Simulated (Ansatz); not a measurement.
# What LiGeF3 (model cell, started as cubic perovskite with Ge in the octahedra) distorts into, part 2 of 2

Wanted: the energy along a soft mode of LiGeF3 (model cell, started as cubic perovskite with Ge in the octahedra) and the structure at the end.

Ansatz 0.2.0; DFT r2SCAN, scalar-relativistic, plane waves, PAW; PAW set soft_1.

So far, highest frequency on the path or at a solved wavevector (cm⁻¹): step 2 (phonons on a q mesh) 426. Also lowest frequency on the path (cm⁻¹): step 2 -308.

The structure was built from a prototype and need not be the compound's stable phase.

### 5. Energy along the mode, all amplitudes (two of the runs are shown above)

An imaginary frequency means negative curvature, so the energy should fall and then rise again as anharmonic terms take over.

This step gave:

- depth at the lowest point sampled: 30.03 meV/atom
- largest atomic shift at that point: 0.32 Å

Table of energy from the parent by largest atomic shift:

| largest atomic shift (Å) | energy from the parent (meV/atom) |
| --- | --- |
| 0.000 | 0 |
| 0.040 | -1.10 |
| 0.080 | -4.27 |
| 0.140 | -12.0 |
| 0.220 | -24.1 |
| 0.320 | -30.0 |
| 0.450 | 17.5 |

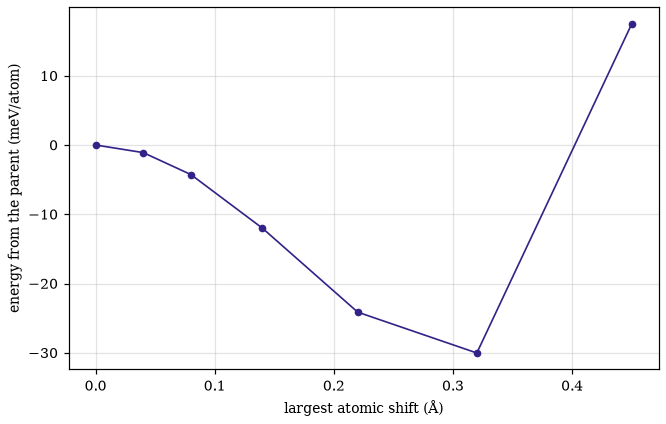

Energy from the parent, plotted against largest atomic shift.

Displacement at unit largest shift by atom:

| atom | x (Å) | y (Å) | z (Å) | size |
| --- | --- | --- | --- | --- |
| Li1 | 0.00 | 0.00 | 0.00 | 0.00 |
| Li2 | 0.00 | 0.00 | 0.00 | 0.00 |
| Ge3 | 0.00 | -0.12 | 0.00 | 0.12 |
| Ge4 | 0.00 | 0.12 | 0.00 | 0.12 |
| F5 | 0.00 | 0.00 | 0.00 | 0.00 |
| F6 | 0.00 | 0.00 | 0.00 | 0.00 |
| F7 | 0.00 | 1.00 | 0.00 | 1.00 |
| F8 | 0.00 | -1.00 | 0.00 | 1.00 |
| F9 | 0.00 | -0.27 | 0.00 | 0.27 |
| F10 | 0.00 | 0.27 | 0.00 | 0.27 |

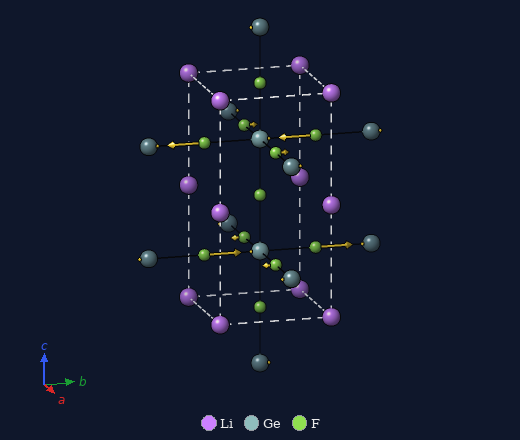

Displacement at unit largest shift as arrows, the longest 1 Å. Some periodic images of atoms are drawn too.

The lowest of the steps tried is at 0.32 Å, 30.0 meV/atom below the parent; the bottom of the well need not coincide with a step.

### 6. Relaxation from the frozen mode

Starting from the lowest point found, all atoms and the cell are let go, so that strain and other modes of the same symmetry can join in.

Contents of input.yaml:

```yaml
crystal:
  lattice:
    - [4.3400973773, 0.0, 0.0]
    - [0.0, 4.3400973773, 0.0]
    - [0.0, 0.0, 8.6801947546]
  atoms:
    - { symbol: Li, position: [0.0, 0.0, 0.0] }
    - { symbol: Li, position: [0.0, 0.0, 0.5] }
    - { symbol: Ge, position: [0.5, 0.4908720427, 0.25] }
    - { symbol: Ge, position: [0.5, 0.5091279573, 0.75] }
    - { symbol: F, position: [0.5, 0.5, 0.0] }
    - { symbol: F, position: [0.5, 0.5, 0.5] }
    - { symbol: F, position: [0.5, 0.0737310646, 0.25] }
    - { symbol: F, position: [0.5, -0.0737310646, 0.75] }
    - { symbol: F, position: [0.0, 0.4799758579, 0.25] }
    - { symbol: F, position: [0.0, 0.5200241421, 0.75] }
kpoints:
  mp_grid: { grid: [6, 6, 4] }
hamiltonian:
  xc: r2scan
  pseudopotentials: { kind: paw, azcp: { folder: soft_1 } }
scf:
  occupations: { method: fixed }
output:
  forces: true
  stress: true
  eigenvalues: true
relax:
  adjacent_minimum: "off"
  f_tol: 0.002
  max_steps: 120
  cell: { stress_tol: 0.03 }
```

Run with:

```bash
ansatz run input.yaml --threads 8 --pin off --max-ram 16384MiB --backend cpu --events-out ev --progress --plain --runs-dir out
```

Numbers of over 12 decimals in the logs are rounded to 6 here.

What it wrote:

```text
[...]
Crystal: 10 atoms, lattice volume = 163.504 Å³
Basis set: ecut = 500 eV, 4191 PW (Γ), exchange–correlation on 128×128×256 points (64 copies of the dense FFT grid, shifted against one another)
Bands: 48, of which v1, the nominal top of the filled ones, is band 38 counted from 1 (37 counted from 0)
Symmetry: 8 space group operations
[...]
k-points: 48 of 144
[...]
SCF iter   1: F=—  HF=-13882.520520 eV  |F-HF|=—  |Δ(HF+E_count)|=         —  Δρ=7.69e-2  dr2=1.07e1  dr2_τ=8.82e-2  ethr=3.10e-3  ⟨swp⟩=4.6  Hψ=8248  notcnv=0  defer=361
[...]
SCF iter  10: F=-13878.082526 eV  HF=-13878.082525 eV  |F-HF|=1.51e-7  |Δ(HF+E_count)|=   3.02e-6  Δρ=7.57e-6  dr2=9.08e-8  dr2_τ=3.94e-9  ethr=1.32e-10  ⟨swp⟩=10.5  Hψ=12800  notcnv=0
SCF 1 converged in 10 iterations: F = -13878.082526 eV  dr2 = 9.08e-8
[...]
relax step   1: F+E_penalty+E_count = -13878.08252560 eV  Δ(F+E_penalty+E_count) = +0.000e0 eV  max|allowed force component| = 1.126e0 eV/Å  Δτ_max = 0.0000 Å  P = +1.962 GPa  Ω = 163.504 Å³  (10 SCF iters, dr2 threshold 1.00e-7 eV, accepted)
Crystal: 10 atoms, lattice volume = 169.757 Å³
Basis set: ecut = 500 eV, 4305 PW (Γ), exchange–correlation on 128×128×256 points (64 copies of the dense FFT grid, shifted against one another)
[...]
iter 1 solved again at ethr=1.44e-3 eV; its pass at ethr=3.10e-3 eV (dr2=1.09e0 eV) is discarded
[...]
SCF iter   8: F=-13878.375406 eV  HF=-13878.375406 eV  |F-HF|=8.48e-8  |Δ(HF+E_count)|=   1.52e-6  Δρ=1.59e-5  dr2=3.06e-7  dr2_τ=2.21e-8  ethr=1.32e-9  ⟨swp⟩=9.8  Hψ=12497  notcnv=0
SCF 2 converged in 8 iterations: F = -13878.375406 eV  dr2 = 3.06e-7
relax step   2: F+E_penalty+E_count = -13878.37540610 eV  Δ(F+E_penalty+E_count) = -2.929e-1 eV  max|allowed force component| = 2.894e-1 eV/Å  Δτ_max = 0.1942 Å  P = -0.801 GPa  Ω = 169.757 Å³  energy of the carried Pulay correction = -3.668e-3 eV  (8 SCF iters, dr2 threshold 1.00e-6 eV, accepted)
Crystal: 10 atoms, lattice volume = 168.963 Å³
Basis set: ecut = 500 eV, 4325 PW (Γ), exchange–correlation on 128×128×256 points (64 copies of the dense FFT grid, shifted against one another)
[...]
SCF iter   8: F=-13878.447819 eV  HF=-13878.447819 eV  |F-HF|=4.09e-8  |Δ(HF+E_count)|=   2.00e-6  Δρ=8.82e-6  dr2=1.62e-7  dr2_τ=6.59e-9  ethr=1.32e-9  ⟨swp⟩=11.4  Hψ=12025  notcnv=0
SCF 3 converged in 8 iterations: F = -13878.447819 eV  dr2 = 1.62e-7
relax step   3: F+E_penalty+E_count = -13878.44781874 eV  Δ(F+E_penalty+E_count) = -7.241e-2 eV  max|allowed force component| = 4.434e-1 eV/Å  Δτ_max = 0.1425 Å  P = -1.683 GPa  Ω = 168.963 Å³  energy of the carried Pulay correction = -3.215e-3 eV  (8 SCF iters, dr2 threshold 1.00e-6 eV, accepted)
[...]
relax step   4: F+E_penalty+E_count = -13878.51719998 eV  Δ(F+E_penalty+E_count) = -6.938e-2 eV  max|allowed force component| = 8.667e-2 eV/Å  Δτ_max = 0.0682 Å  P = -0.518 GPa  Ω = 166.492 Å³  energy of the carried Pulay correction = -1.781e-3 eV  (7 SCF iters, dr2 threshold 1.00e-6 eV, accepted)
[...]
relax step   5: F+E_penalty+E_count = -13878.53103251 eV  Δ(F+E_penalty+E_count) = -1.383e-2 eV  max|allowed force component| = 1.042e-1 eV/Å  Δτ_max = 0.0563 Å  P = +0.156 GPa  Ω = 163.595 Å³  energy of the carried Pulay correction = -5.474e-5 eV  (6 SCF iters, dr2 threshold 1.00e-6 eV, accepted)
[...]
relax step   6: F+E_penalty+E_count = -13878.53258793 eV  Δ(F+E_penalty+E_count) = -1.555e-3 eV  max|allowed force component| = 2.526e-2 eV/Å  Δτ_max = 0.0139 Å  P = +0.097 GPa  Ω = 163.379 Å³  energy of the carried Pulay correction = +7.584e-5 eV  (6 SCF iters, dr2 threshold 6.79e-7 eV, accepted)
[...]
relax step   7: F+E_penalty+E_count = -13878.53334451 eV  Δ(F+E_penalty+E_count) = -7.566e-4 eV  max|allowed force component| = 8.873e-3 eV/Å  Δτ_max = 0.0280 Å  P = -0.006 GPa  Ω = 163.694 Å³  energy of the carried Pulay correction = -1.146e-4 eV  (8 SCF iters, dr2 threshold 3.99e-8 eV, accepted)
[...]
relax step   8: F+E_penalty+E_count = -13878.53351595 eV  Δ(F+E_penalty+E_count) = -1.714e-4 eV  max|allowed force component| = 4.135e-3 eV/Å  Δτ_max = 0.0136 Å  P = -0.003 GPa  Ω = 163.682 Å³  energy of the carried Pulay correction = -1.078e-4 eV  (8 SCF iters, dr2 threshold 4.92e-9 eV, accepted)
[...]
relax step   9: F+E_penalty+E_count = -13878.53353457 eV  Δ(F+E_penalty+E_count) = -1.863e-5 eV  max|allowed force component| = 1.119e-3 eV/Å  Δτ_max = 0.0079 Å  P = +0.002 GPa  Ω = 163.702 Å³  energy of the carried Pulay correction = -1.196e-4 eV  (8 SCF iters, dr2 threshold 1.07e-9 eV, accepted)
Basis set: ecut = 500 eV, 4197 PW (Γ), exchange–correlation on 128×144×256 points (64 copies of the dense FFT grid, shifted against one another)
[...]
SCF iter   8: F=-13878.532426 eV  HF=-13878.532426 eV  |F-HF|=9.09e-12  |Δ(HF+E_count)|=  1.24e-10  Δρ=1.17e-7  dr2=1.22e-11  dr2_τ=1.17e-12  ethr=1.00e-12  ⟨swp⟩=11.0  Hψ=10925  notcnv=0
SCF 10 converged in 8 iterations: F = -13878.532426 eV  dr2 = 1.22e-11
relax step  10: F+E_penalty+E_count = -13878.53242593 eV  Δ(F+E_penalty+E_count) = +1.109e-3 eV  max|allowed force component| = 1.508e-3 eV/Å  Δτ_max = 0.0000 Å  P = -0.008 GPa  Ω = 163.702 Å³  stress off target by 2.95e-2 GPa  SCF on the basis re-selected at this cell (its energy is not comparable with the rows above)  (8 SCF iters)
basis re-selected at this cell: Δ(F+E_penalty+E_count) = +1.109e-3 eV, ΔP = -0.010 GPa vs the last step (what re-selecting the basis moved, of the pressure what is left beyond the Pulay correction that the steps carried, after the strain that the cell walked since its last selection, with what the two solves' SCF thresholds leave and, on support functions, any second-order correction that the steps lacked; it is no measure of the basis error at this ecutwfc). The dense FFT grid was sized anew with the basis: this SCF ran on 32×36×64 points, the steps before it on 32×32×64, so part of this shift can come from that change (see relax.cell in the input reference). [rest of the remark cut]
SCF converged after 8 iterations
Free energy (F): -13878.532426 eV
[...]
Internal energy: -13878.532426 eV  (E = F + TS)
E sigma→0 (E₀):  -13878.532426 eV
Fermi energy:    3.379564 eV
[...]
--- Forces (eV/Å), atoms counted from 1 ---
  atom   1  Li     0.00000000     0.00000000    -0.00000000
  atom   2  Li     0.00000000     0.00000000     0.00000000
  atom   3  Ge     0.00000000    -0.00068245     0.00000000
  atom   4  Ge     0.00000000     0.00068245     0.00000000
  atom   5  F      0.00000000     0.00000000     0.00000000
  atom   6  F      0.00000000     0.00000000     0.00000000
  atom   7  F      0.00000000     0.00150803     0.00000000
  atom   8  F      0.00000000    -0.00150803     0.00000000
  atom   9  F      0.00000000    -0.00070381     0.00000000
  atom  10  F      0.00000000     0.00070381     0.00000000
  max |Σ_I F_I| component: 2.17e-19 eV/Å
--- Stress (GPa, compression-positive) ---
       -0.000382       0.000000       0.000000
        0.000000      -0.029465       0.000000
        0.000000       0.000000       0.005690
  P = ⅓ Tr σ = -0.0081 GPa (-0.081 kbar)
--- Band table (eV; the first three rows and the last of 48) ---
  k-point 0: bands = [... 34 lower, -1.1209, -1.0830, -0.1688, 2.0423, 6.4353, 6.5380, 8.5059, 9.7923, ... 6 higher]
  k-point 1: bands = [... 34 lower, -1.1172, -1.0907, 0.0939, 1.6364, 6.5330, 6.7160, 8.3333, 9.2220, ... 6 higher]
  k-point 2: bands = [... 34 lower, -1.1060, -1.1060, 0.8015, 0.8015, 6.7400, 6.7400, 8.5624, 8.5624, ... 6 higher]
  k-point 47: bands = [... 34 lower, -0.8487, -0.8487, 2.4795, 2.4795, 6.7380, 6.7380, 7.7799, 7.7799, ... 6 higher]
--- Relaxed structure (9 steps of the walk, 9 accepted, 1 SCFs on fresh bases) ---
  F+E_penalty+E_count = -13878.53242593 eV   max|allowed force component| = 1.508e-3 eV/Å   (the final SCF, on the basis selected at the relaxed cell)
  cell:  # Å, volume = 163.7017 Å³
    - [4.162970, 0.0, 0.0]
    - [0.0, 4.654749, 0.0]
    - [0.0, 0.0, 8.447996]
  atoms:
    - { symbol: Li, position: [0, 0.0, 0] }
    - { symbol: Li, position: [0, 0.0, 0.5] }
    - { symbol: Ge, position: [0.5, 0.522539, 0.25] }
    - { symbol: Ge, position: [0.5, 0.477461, 0.75] }
    - { symbol: F, position: [0.5, 0.5, 0] }
    - { symbol: F, position: [0.5, 0.5, 0.5] }
    - { symbol: F, position: [0.5, 0.126784, 0.25] }
    - { symbol: F, position: [0.5, -0.126784, 0.75] }
    - { symbol: F, position: [0, 0.421716, 0.25] }
    - { symbol: F, position: [0, 0.578284, 0.75] }
```

The job ended after 43 s (8 threads of AMD EPYC 7B13 (Zen 3), shared host; peak memory 1.4 GiB).

The steps of the relaxation:

| step | energy less that of the first step (eV) | largest force component (eV/Å) | pressure (GPa) | volume (Å³) |
| --- | --- | --- | --- | --- |
| 1 | 0.0000 | 1.1258 | 1.96 | 163.50 |
| 2 | -0.2929 | 0.2894 | -0.80 | 169.76 |
| 3 | -0.3653 | 0.4434 | -1.68 | 168.96 |
| 4 | -0.4347 | 0.0867 | -0.52 | 166.49 |
| 5 | -0.4485 | 0.1042 | 0.16 | 163.59 |
| 6 | -0.4501 | 0.0253 | 0.10 | 163.38 |
| 7 | -0.4508 | 0.0089 | -0.01 | 163.69 |
| 8 | -0.4510 | 0.0041 | 0.00 | 163.68 |
| 9 | -0.4510 | 0.0011 | 0.00 | 163.70 |
| 10* | -0.4499 | 0.0015 | -0.01 | 163.70 |

Relaxation steps marked * repeat the geometry before them on a plane-wave basis chosen anew for their cell, so energy and pressure can jump there.

Forces are held to the 8 operations that the run works with; a distortion that breaks them can't arise in this run.

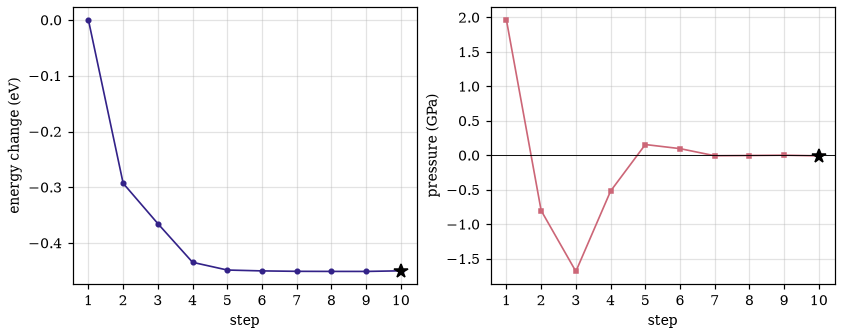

Energy and pressure along the relaxation. Stars mark steps on a basis chosen anew.

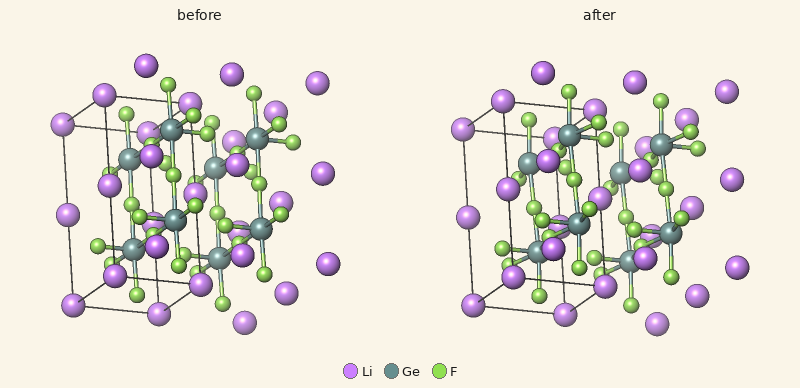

The structure before and after the relaxation, drawn at the same scale.

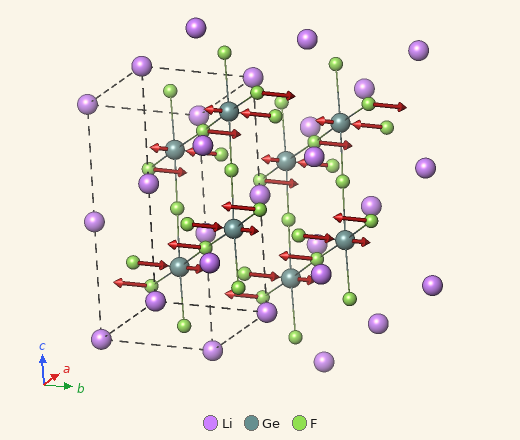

Displacements in the relaxation, exaggerated, measured against the changing cell; the longest in the cell stands for 0.27 Å. 2×2×1 cells are drawn. Some periodic images of atoms are drawn too.

| cell as run | before | after | change |
| --- | --- | --- | --- |
| a (Å) | 4.340 | 4.163 | -4.1 % |
| b (Å) | 4.340 | 4.655 | +7.2 % |
| c (Å) | 8.680 | 8.448 | -2.7 % |
| volume (Å³/atom) | 16.35 | 16.37 | +0.1 % |

The atoms that moved most (Å, as changes of fractional coordinates times the final cell):

| atom | dx | dy | dz | length |
| --- | --- | --- | --- | --- |
| F9 | 0.000 | -0.271 | 0.000 | 0.271 |
| F10 | 0.000 | 0.271 | 0.000 | 0.271 |
| F7 | 0.000 | 0.247 | 0.000 | 0.247 |
| F8 | 0.000 | -0.247 | 0.000 | 0.247 |
| Ge4 | 0.000 | -0.147 | 0.000 | 0.147 |
| Ge3 | 0.000 | 0.147 | 0.000 | 0.147 |

This step gave:

```yaml
pressure: -0.008052 GPa
gap_on_the_k_mesh: 2.984 eV
volume_per_atom: 16.37 Å³
```

The distorted start has space group Pmma; the relaxation ends in Pmma.

### 7. The new phase in its own primitive cell

The relaxed structure is symmetrised, reduced to its primitive cell and relaxed tightly, as its phonons need.

Contents of input.yaml:

```yaml
crystal:
  lattice:
    - [8.4479964436, 0.0, 0.0]
    - [0.0, 4.1629699773, 0.0]
    - [0.0, 0.0, 4.6547493287]
  atoms:
    - { symbol: Li, position: [0.0, 0.0, 0.0] }
    - { symbol: Li, position: [0.5, 0.0, 0.0] }
    - { symbol: Ge, position: [0.25, 0.5, 0.5225392776] }
    - { symbol: Ge, position: [0.75, 0.5, 0.4774607224] }
    - { symbol: F, position: [0.0, 0.5, 0.5] }
    - { symbol: F, position: [0.5, 0.5, 0.5] }
    - { symbol: F, position: [0.25, 0.5, 0.1267843187] }
    - { symbol: F, position: [0.75, 0.5, 0.8732156813] }
    - { symbol: F, position: [0.25, 0.0, 0.4217158754] }
    - { symbol: F, position: [0.75, 0.0, 0.5782841246] }
kpoints:
  mp_grid: { grid: [4, 6, 4] }
hamiltonian:
  xc: r2scan
  pseudopotentials: { kind: paw, azcp: { folder: soft_1 } }
scf:
  occupations: { method: fixed }
output:
  forces: true
  stress: true
  eigenvalues: true
relax:
  adjacent_minimum: "off"
  f_tol: 0.001
  max_steps: 60
  cell: { stress_tol: 0.01 }
```

What it wrote:

```text
[...]
Crystal: 10 atoms, lattice volume = 163.702 Å³
Basis set: ecut = 500 eV, 4197 PW (Γ), exchange–correlation on 256×128×144 points (64 copies of the dense FFT grid, shifted against one another)
Bands: 48, of which v1, the nominal top of the filled ones, is band 38 counted from 1 (37 counted from 0)
Symmetry: 8 space group operations
[...]
k-points: 36 of 96
[...]
- { symbol: Li, position: [0.5, 0.0, 0.0] }
    - { symbol: Ge, position: [0.25, 0.500000, 0.522589] }
    - { symbol: Ge, position: [0.750000, 0.500000, 0.477411] }
    - { symbol: F, position: [0, 0.500000, 0.500000] }
    - { symbol: F, position: [0.5, 0.500000, 0.500000] }
    - { symbol: F, position: [0.25, 0.500000, 0.126846] }
    - { symbol: F, position: [0.750000, 0.500000, 0.873154] }
    - { symbol: F, position: [0.25, 0.0, 0.421696] }
    - { symbol: F, position: [0.750000, 0.0, 0.578304] }
[key lines of the parts left out:]
SCF converged after 4 iterations
Free energy (F): -13878.531350 eV
Fermi energy:    3.379714 eV
P = ⅓ Tr σ = 0.0003 GPa (0.003 kbar)
```

Wall time 13 s (8 threads); peak memory 1.3 GiB.

Little changed from the start: no atom moved by 0.005 Å and no cell edge by 0.1 %.

A gap read on the k-mesh alone can miss the band edges.

This step gave:

- pressure: 2.56e-4 GPa
- gap on the k-mesh: 2.986 eV
- direct gap on mesh: 3.291 eV

The largest force component left is 0.59 meV/Å and the pressure is 0.000 GPa, within the tolerances set. The cell now holds 16.37 Å³/atom.

### 8. Summary of results

- unstable mode of the parent: q = (0, 0, -0.5), 296i cm⁻¹
- depth at the lowest point sampled: 30.0 meV/atom
- largest atomic shift at that point: 0.32 Å
- space group reached (within 0.01 Å): Pmma
- energy gained over the parent (first relaxation, on the mesh of the frozen mode): 75.0 meV/atom
- volume per atom, phase reached: 16.4 Å³
- gap on the k-mesh, phase reached: 2.99 eV

In words: Along this mode the structure falls into Pmma, 75.0 meV/atom below the parent. At the parent's cell the well is 30.03 meV/atom deep on the steps tried, with its lowest point at a shift of 0.32 Å. Relaxing atoms and cell changes the gain by +44.99 meV/atom against the lowest step (energies at zero smearing). The modes of the phase reached were not computed on this path. Of the 6 patterns followed to their end from this parent, this one ends 288 meV/atom above the lowest, R3m. Each path keeps the symmetry of its pattern, so a lower phase may lie along a pattern not tried. The q mesh stands for a supercell only 8.7 Å across, so branches between the solved wavevectors are rough. The starting cell was built on a prototype and not taken from a measurement, so the phase need not exist.

[Logs are printed without paths, hosts, clocks, repeated set-up lines and the standing remarks that a program may print on its own settings, such as how far it seeks lower states.]

[Hosts, paths, dates, database ids (printed as entryN), source tags and the programs' standing remarks are cut or masked in the printed files.]
